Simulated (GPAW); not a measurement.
**[BCl2]+ (SMILES Cl[B+]Cl) at PBE/szp(dzp) (scalar-relativistic datasets)**

Wanted: a geometry optimisation of [BCl2]+. Input form: an ASE script.

The results are computed with GPAW 26.7.0.

11 further runs of the same task are left out: 1 for a known fault of the program, 3 that didn't finish, 7 set aside as unsound or not needed.

## 1. The structure to begin with

[BCl2]+ has 3 atoms, charge +1, and is taken as a singlet. SMILES: `Cl[B+]Cl`. All atoms were displaced at random from a relaxed shape. The run starts from this shape.

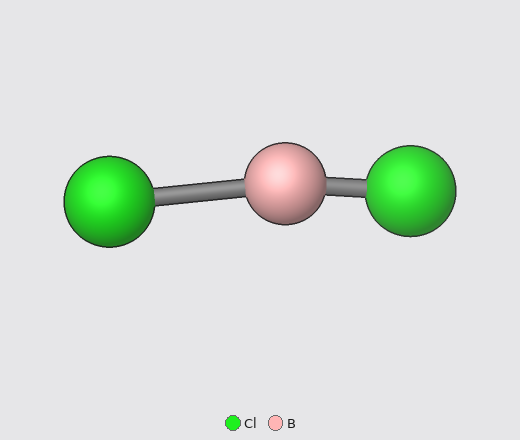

Viewed from a chosen angle; chlorine green, boron pink.

## 2. A structure relaxation at PBE/szp(dzp) (scalar-relativistic datasets)

The input, gs.py:

```python
import numpy as np
from ase import Atoms
from ase.io import write
from ase.optimize import BFGSLineSearch
from ase.units import Bohr
from gpaw import GPAW

positions_bohr = np.array(
              [[ -2.343880,   1.423568,  -1.148046],
               [ -0.279152,   0.393038,  -0.146626],
               [  2.404149,  -1.599691,   0.942289]])
system = Atoms(["Cl", "B", "Cl"], positions=positions_bohr * Bohr)
system.center(vacuum=5.0)

gpaw_calc = GPAW(mode="lcao",
                 basis="szp(dzp)",
                 h=0.22,
                 xc="PBE",
                 charge=1,
                 nbands="150%",
                 convergence={"energy": 0.001, "density": 0.001, "eigenstates": 1e-06},
                 maxiter=80,
                 symmetry="off",
                 txt="gs.txt")
system.calc = gpaw_calc

opt = BFGSLineSearch(system, trajectory="gs.traj")
converged = opt.run(fmax=0.03, steps=100)
print("Converged:", converged)
print(f"Final energy: {system.get_potential_energy():.5f} eV")
print(f"r(B1-Cl0)               {system.get_distance(1, 0):.4f} Ang")
print(f"r(Cl2-B1): {system.get_distance(2, 1):.4f} Ang")
write("relaxed.xyz", system)
```

The run is started by

```bash
$ python gs.py
```

The program printed:

```text
Step[ FC]     Time          Energy          fmax
BFGSLineSearch:    0[  0] hh:mm:ss        4.817648      33.7111
BFGSLineSearch:    1[  1] hh:mm:ss        0.467618       2.2966
BFGSLineSearch:    2[  3] hh:mm:ss        0.402388       0.5556
BFGSLineSearch:    3[  5] hh:mm:ss        0.367999       0.2899
BFGSLineSearch:    4[  6] hh:mm:ss        0.365846       0.1653
BFGSLineSearch:    5[  8] hh:mm:ss        0.364838       0.0986
BFGSLineSearch:    6[ 17] hh:mm:ss        0.364654       0.2093
BFGSLineSearch:    7[ 20] hh:mm:ss        0.364167       0.0254
Converged: True
Final energy: 0.36417 eV
r(B1-Cl0)               1.7050 Ang
r(Cl2-B1): 1.7062 Ang
```

gs.txt:

```text
__  _  _
 | _ |_)|_||  |
 |__||  | ||/\| - 26.7.0

units:  Angstrom and eV
cores:  1
OpenMP: False

Versions:
  Python: 3.12.14
  ASE:    3.29.0
  Numpy:  2.5.5
  Scipy:  1.18.1
  Libxc:  7.0.0

Input parameters:
  mode=LCAO(),
  basis={'default': 'szp(dzp)'},
  charge=1,
  convergence={'energy': 0.001, 'density': 0.001, 'eigenstates': 1e-06},
  h=0.22,
  maxiter=80,
  nbands='150%',
  symmetry=Symmetry(point_group=False, time_reversal=False),
  xc=XC(name='PBE')
        .------------------------------.
       /|                              |
      / |                              |
     /  |                              |
    /   |                              |
   /    |                              |
  /     |                              |
 *      |                              |
 |      |                              |
 |      |                              |
 |      |           B  Cl              |
 |      |        Cl                    |
 |      |                              |
 |      |                              |
 |      .------------------------------.
 |     /                              /
 |    /                              /
 |   /                              /
 |  /                              /
 | /                              /
 |/                              /
 *------------------------------*

Atoms  # Å, Bohr magnetons
|   | symbol |        x |        y |        z |    initial magnetic moments |
|---|--------|----------|----------|----------|-----------------------------|
| 0 |     Cl | 5.000000 | 6.599840 | 5.000000 | ( 0.0000,  0.0000,  0.0000) |
| 1 |      B | 6.092607 | 6.054507 | 5.529929 | ( 0.0000,  0.0000,  0.0000) |
| 2 |     Cl | 7.512549 | 5.000000 | 6.106158 | ( 0.0000,  0.0000,  0.0000) |

[... 21 lines left out ...]
|   |                                coordinates |     weight |
[... 94 lines left out ...]
Reference energy: -25779.388359  # eV
[... 13 lines left out ...]
  Fourier metric: weight=20.0, sigma=0.015
[... 64 lines left out ...]
|   |                                coordinates |     weight |
[... 37 lines left out ...]
convergence criteria:
- Maximum [total energy] change in last 3 cyles: 0.001 eV / valence electron
[... 12 lines left out ...]
Converged in 4 steps
[... 12 lines left out ...]
  Free energy:       0.364942
[... 2 lines left out ...]
dipole moment: (6.214433, 5.893989, 5.556180)  # |e|*Ang
[... 62 lines left out ...]
Initialization done in: 0.868 s

convergence criteria:
- Maximum [total energy] change in last 3 cyles: 0.001 eV / valence electron
- Maximum integral of absolute [dens]ity change: 0.001 electrons / valence electron
- Maximum integral of absolute [eigenst]ate change: 1e-06 eV^2 / valence electron
maximum number of iterations: 80

SCF iterations
|iter     |     time |      energy | eigst |  dens |
|---------|----------|-------------|-------|-------|
|iter:   1| 00:01:47 |    0.363813c|      c|       |
|iter:   2| 00:01:48 |    0.363900c|      c| -2.79 |
|iter:   3| 00:01:49 |    0.364159c|      c| -2.84 |
|iter:   4| 00:01:50 |    0.364167c|      c| -3.38c|

Converged in 4 steps
SCF loop duration: 2.935 s (0.734 s/step)
Energy contributions relative to reference atoms: (reference = -25779.388359)

Energy contributions:
  Kinetic:         -60.996122
  Coulomb:          55.785213
  Zero:              0.322643
  External:          0.000000
  Xc:                5.252432
  Entropy:           0.000000
  Spinorbit:         0.000000
  ----------------------------
  Free energy:       0.364167
  Extrapolated:      0.364167

dipole moment: (6.210721, 5.891907, 5.553515)  # |e|*Ang

Fermi level: -13.738
Eigenvalues  # (at kpt = [0.000, 0.000, 0.000])
| band index |      eig [eV] | occ [0-2] |
|------------|---------------|-----------|
|          0 |       -30.675 |     2.000 |
|          1 |       -30.272 |     2.000 |
|          2 |       -21.178 |     2.000 |
[... 8 lines of this table left out ...]
|         11 |        -3.097 |     0.000 |

Gap: 5.663 eV
Transition (v -> c):
  (s=0, k=0, n=7, [0.00, 0.00, 0.00]) -> (s=0, k=0, n=8, [0.00, 0.00, 0.00])
No difference between direct/indirect transitions
vacuum-level: 0.000  # V

Forces  # eV/Ang
|        x |        y |        z |
|----------|----------|----------|
| -0.01148 |  0.02147 |  0.00305 |  # Cl   0
| -0.00382 | -0.00157 | -0.02188 |  # B    1
|  0.01443 |  0.02062 |  0.00336 |  # Cl   2

Force computation time: 0.106  # s

timing:  # [seconds]
  Total:  110.030  # ━━━━━━━━━━━━━━━━━━━━━━━━━━━━━━━━━━━━━━━━━━━━━━━━━━━━━━━━
  Init:     9.822  # ━━━━━
  SCF:     70.234  # ━━━━━━━━━━━━━━━━━━━━━━━━━━━━━━━━━━━╸
  Forces:   3.931  # ━━
  Move:    25.717  # ━━━━━━━━━━━━━
```

Run time: 1.9 min. Hardware: 1 thread of Intel Xeon at 2.50GHz (Skylake/Cascade Lake), shared host; peak memory 0.45 GiB.

The path in brief:

```csv
step,energy from the first frame kept (eV),largest force (eV/Å)
0,0.0000,33.7111
1,-4.3500,2.2966
2,-4.4153,0.5556
3,-4.4496,0.2899
4,-4.4518,0.1653
5,-4.4528,0.0986
6,-4.4530,0.2093
7,-4.4535,0.0254
```

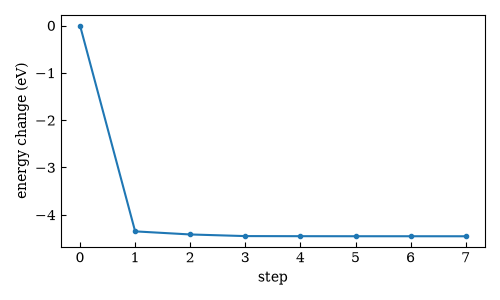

Energy along the run.

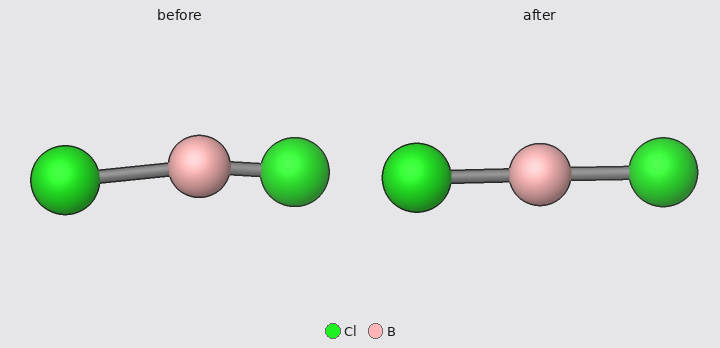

Before and after, at one scale.

After the run. Bond lengths: Cl1–B2 1.705 Å, B2–Cl3 1.706 Å. Angles: Cl1–B2–Cl3 179.6°.

## 3. Summary of results

At PBE/szp(dzp) (scalar-relativistic datasets):

| quantity | value |
| --- | --- |
| energy as printed (from the program's reference atoms) | 0.3642 eV |
| HOMO energy | -16.57 eV |
| LUMO energy | -10.91 eV |
| HOMO–LUMO gap | 5.66 eV |

At the final geometry: Bond lengths: Cl1–B2 1.705 Å, B2–Cl3 1.706 Å. Angles: Cl1–B2–Cl3 179.6°. The optimisation took 7 steps and changed the energy by -4.453 eV.
